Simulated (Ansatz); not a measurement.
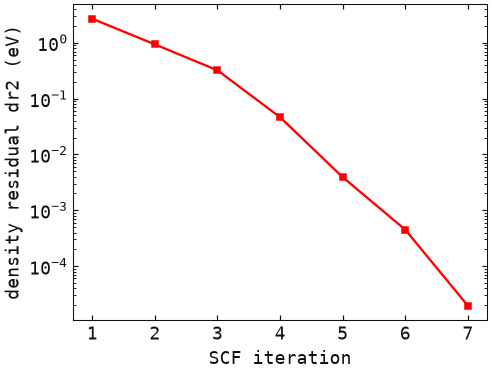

The plot shows the SCF iterations of a calculation: density residual dr2.

SnO (4 atoms in the cell), run with Ansatz.

```
crystal:
  lattice:
    - [3.6108458862, 0.0, 0.0]
    - [0.0, 3.6108458862, 0.0]
    - [0.0, 0.0, 5.3776015352]
  atoms:
    - { symbol: Sn, position: [0.0, 0.5, 0.2432422108] }
    - { symbol: Sn, position: [0.5, 0.0, 0.7567577892] }
    - { symbol: O, position: [0.0, 0.0, 0.0] }
    - { symbol: O, position: [0.5, 0.5, 0.0] }
kpoints:
  mp_grid: { grid: [14, 14, 12] }
hamiltonian:
  xc: pbe
  dispersion: d3bj
  pseudopotentials: { kind: nc }
scf:
  occupations: { method: gaussian, width: 0.15 }
output:
  forces: true
  eigenvalues: true
  stress: true
```

Launched with:
```bash
ansatz run input.yaml --threads 1 --pin off --max-ram 2560MiB --backend cpu --events-out ev --progress --plain --runs-dir out
```

**Did the calculation converge?**

It was still iterating, at step 7, when the time limit ended it. The residual is still falling at the last step (down to 1.9 × 10⁻⁵).

**Read the residual at the first and at the last step drawn.**

It starts near 3 and ends near 2 × 10⁻⁵ eV.
